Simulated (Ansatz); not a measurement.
C$_{2}$H$_{4}$NSi (charge +1)

```yaml
atoms:
  - { symbol: C, position_ang: [-0.4961, 0.3444, -0.3409] }
  - { symbol: C, position_ang: [0.3814, -0.1781, 0.7953] }
  - { symbol: Si, position_ang: [0.4981, -1.4839, -0.7359] }
  - { symbol: N, position_ang: [-0.0601, -0.1992, -1.6775] }
  - { symbol: H, position_ang: [-0.0677, 1.3740, -0.4991] }
  - { symbol: H, position_ang: [-1.5810, 0.3709, -0.1677] }
  - { symbol: H, position_ang: [1.3798, 0.2716, 0.8751] }
  - { symbol: H, position_ang: [-0.0545, -0.4997, 1.7507] }
```

The calculation used RKS B3LYP/cc-pVDZ (Ansatz).

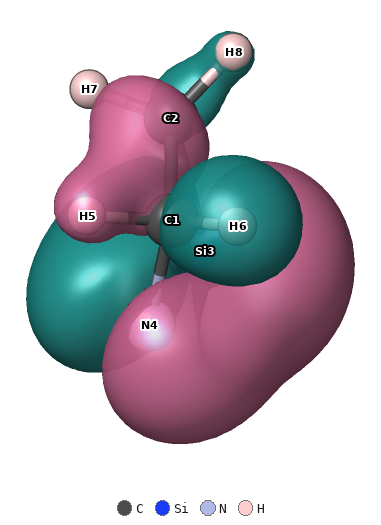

Figure 1. The HOMO at ±0.08 Å⁻³ᐟ² (teal and pink are the two phases), seen at an oblique angle.

Where does this orbital lie, and at what energy?

By Hirshfeld shares it lies mainly on N4 (about 50 %), Si3 (about 30 %) and C1 (about 10 %). Its energy is −13.17 eV.

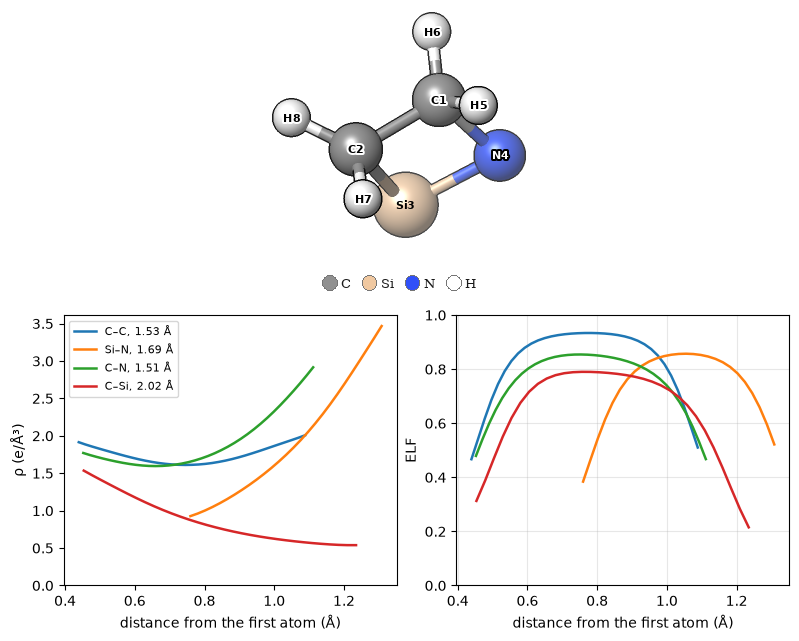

Figure 2. Total electron density and ELF along straight lines between neighbouring atoms. The curves leave out the atomic cores. The structure is drawn too.

What can be read from the curves?

C–C (1.53 Å): ρ at the midpoint is about 1.6 e/Å³; the ELF peaks at about 0.95 between the atoms; a shared electron pair.
Si–N (1.69 Å): ρ at the midpoint is about 1.1 e/Å³; the ELF peaks at about 0.85 between the atoms (a polar covalent bond).
C–N (1.51 Å): ρ is about 1.6 e/Å³ halfway; the ELF peaks at about 0.85 between the atoms: a shared electron pair.
C–Si (2.02 Å): the density is about 0.62 e/Å³ at the midpoint; the ELF peaks at about 0.80 between the atoms; localised, covalent bonding.

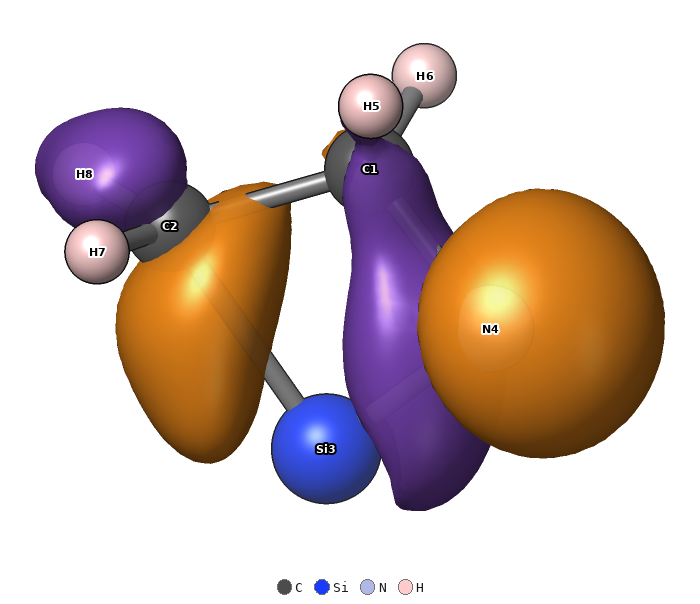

Figure 3. The HOMO−1 at ±0.15 Å⁻³ᐟ² (orange and purple are the two phases), seen across its widest extent.

What is the character of this orbital?

By Hirshfeld shares it lies mainly on N4 (about 60 %), Si3 (about 15 %), C2 (about 15 %) and C1 (about 5 %). Its energy is −13.88 eV.
